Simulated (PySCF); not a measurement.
System: H3As, singlet: map of symmetric stretch and umbrella angle. Scanned: As-H bond length and angle between the As-H bonds and the threefold axis (90 = planar).

Cartesian coordinates as functions of the variables (Å; names that start with a are angles):
```
As  0  0  0
H  r*sin(a)*cos(0*2*pi/3+0)  r*sin(a)*sin(0*2*pi/3+0)  0+r*cos(a)
H  r*sin(a)*cos(1*2*pi/3+0)  r*sin(a)*sin(1*2*pi/3+0)  0+r*cos(a)
H  r*sin(a)*cos(2*2*pi/3+0)  r*sin(a)*sin(2*2*pi/3+0)  0+r*cos(a)
```

Method: restricted B3LYP/6-31G*, spherical d (PySCF 2.14.0).

Energy in kJ/mol above the lowest grid point; x is the As-H bond length (Å), y the angle between the As-H bonds and the threefold axis (90 = planar) (°).

```csv
y \ x,1.34,1.43,1.50,1.57,1.64,1.71,1.78,1.85,1.90
130,146.9,45.2,13.5,11.3,30.6,65.3,110.8,163.7,204.6
127.20,133.0,33.9,3.8,3.0,23.5,59.0,105.2,158.6,199.7
123.20,123.9,28.0,0.0,0.8,22.4,58.8,105.4,159.0,200.1
119.20,126.0,33.2,7.1,9.2,31.6,68.4,115.0,168.3,209.1
115.20,137.6,48.1,23.9,27.3,50.5,87.4,133.8,186.4,226.5
111.20,156.9,70.9,48.9,54.0,78.1,115.2,161.2,212.9,252.1
107.20,181.0,99.1,79.9,87.2,112.8,150.8,196.7,247.5,285.8
103.20,206.8,129.3,113.5,124.0,152.3,192.0,238.7,289.3,326.8
99.20,230.2,157.3,145.1,159.5,191.8,235.2,284.6,336.6,374.0
95.20,247.6,178.2,169.3,187.5,224.1,272.7,327.6,384.5,424.2
90,256.5,189.0,181.9,202.3,241.8,294.3,354.8,419.9,467.7
```

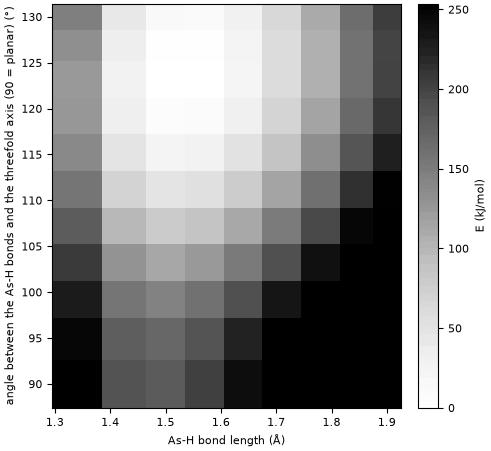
Fig. 1. Energy surface, cut off at 253 kJ/mol.

Points that lie below all their neighbours on the grid: x = 1.50, y = 123.20 (0.0 kJ/mol).
